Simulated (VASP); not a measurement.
Band structure of HgS (space group F-43m). Calculation: PBE GGA, VASP's PBE PAW potentials (set 64) (plane waves; VASP).

Unless said otherwise, spin-orbit coupling is left out, though it shifts the bands of the heavy elements here.

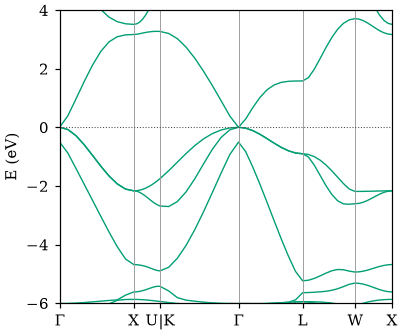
Bands along high-symmetry lines, zero at the valence-band maximum or, without a gap, the Fermi level

Q: Read the plot: is there a gap, and where are the band edges?

A: It has no gap at this level: it comes out as a metal or semimetal.

The structure comes from a computed database's HgS entry; how it stands against other phases isn't given here. The cell was not relaxed at this level.
